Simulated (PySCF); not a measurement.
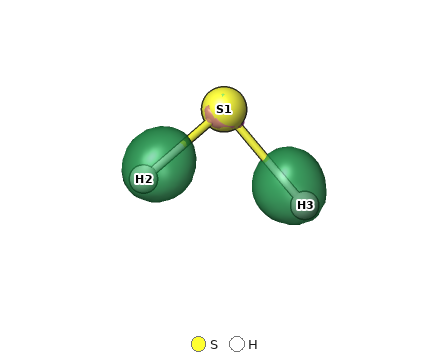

Figure 1: H2S, SMILES `S`. Deformation density (molecule less spherical, spin-averaged free atoms at the same positions), surfaces at ±0.22 e/Å³; green: gain, purple: loss.

Level of theory: PBE0/def2-TZVP (PySCF), at a geometry from GFN2-xTB. No frequency check shows the geometry to be a minimum. GFN2-xTB bond lengths at metals and heavier atoms can be off by up to 0.1 Å and shapes distorted, which carries into these values.

**Describe the bonding that the map shows.**

S1–H2 and S1–H3: +0.45 e/Å³ at the bond critical point (bond length 1.33 Å, Mayer order 1.0). In all, 0.6 electrons gather in the regions of gain relative to the promolecule.

Run time: 3 s on 1 thread of Intel(R) Xeon(R) Platinum 8259CL CPU @ 2.50GHz (Skylake/Cascade Lake), with other jobs on the host, peak memory 0.18 GiB.
